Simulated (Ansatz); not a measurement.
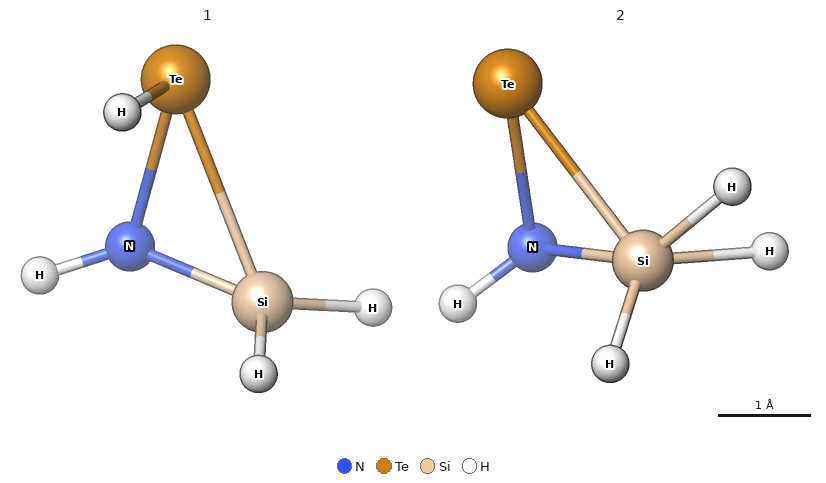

Two geometries of SiNH4Te (charge +1), drawn at one scale. One is the start of a relaxation, the other its converged end. A ball-and-stick model, seen at a tilt.

Method: RKS PBE-D4/def2-SVP in Ansatz. (force threshold 0.03 eV/Å; at most 250 steps)

Which of the two is the end point?

Answer. Structure 1 is the relaxed one. It is one of the separated reactants of a reaction. The largest move after the best rigid fit is that of an H atom, 2.40 Å. By element the largest moves are H 2.40 Å, Te 0.88 Å, Si 0.69 Å, N 0.25 Å. Among the contacts that change: H–Si 1.420 → 3.108 Å, H–Te 2.802 → 1.703 Å, Si–Te 2.426 → 2.606 Å, N–Si 1.829 → 1.733 Å. New bonds form: H–Te (2.80 → 1.70 Å). Bonds break: H–Si (1.42 → 3.11 Å). Among the angles between lasting bonds that change: Si–N–H 119.8° → 132.4°, N–Si–H 110.6° → 121.9°, Te–N–Si 73.8° → 84.8°. Groups turn about N–Te by about 20°. The energy falls by 331.1 kJ/mol in 18 geometry steps. The largest force component goes from 4.4 to 0.021 eV/Å.
